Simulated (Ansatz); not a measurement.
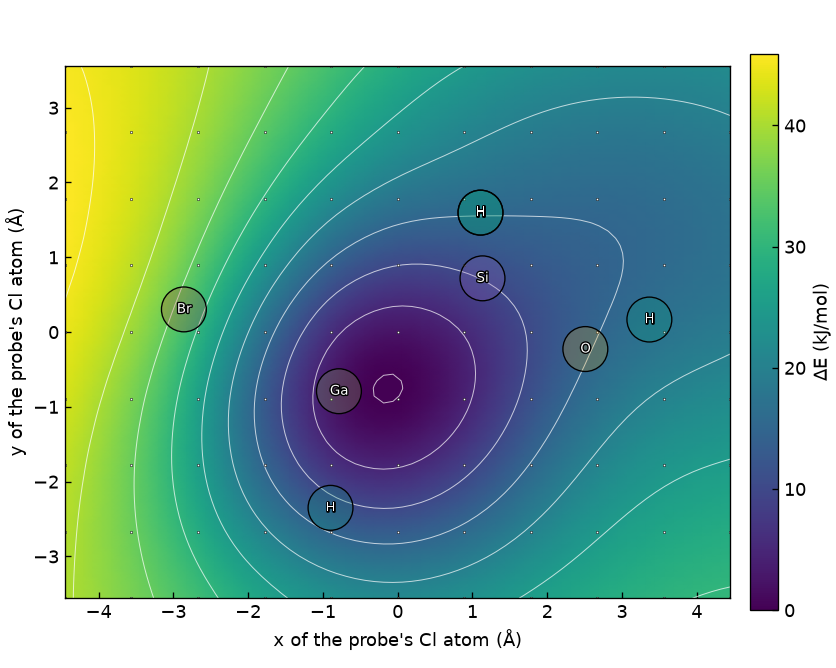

Energy landscape of BrGaH₄OSi (SMILES O[SiH2][GaH][Br]) with the probe Cl-. The probe is moved over a plane parallel to the molecule's main plane, 4.30 Å above it. First axis: x of the probe's Cl atom. Second axis: y of the probe's Cl atom. Nothing is relaxed (molecule and probe rigid). Grid: 11 × 9 points. All energies are given in kJ/mol relative to the lowest grid point. These are results of RHF/def2-SVPD in Ansatz, not measurements.

Drawn: a smooth colour map with a few white contour lines, dots at the grid points, labelled circles for the molecule's atoms, projected on the plane. Between grid points the surface is interpolated. 

### What does the map say about the system?

The lowest grid point is at x of the probe's Cl atom = 0.00 Å, y of the probe's Cl atom = −0.89 Å. It is the only kind of minimum in the scanned range. The highest grid point, x of the probe's Cl atom = −4.45 Å, y of the probe's Cl atom = 1.78 Å, lies 45.9 kJ/mol above the lowest. Near the minimum the curvatures are about 0.091 and 0.12 eV/Å² along the soft and the stiff direction.

The whole map (99 points run) took 29 min on 1 thread of Arm Neoverse V2, with other jobs on the host.
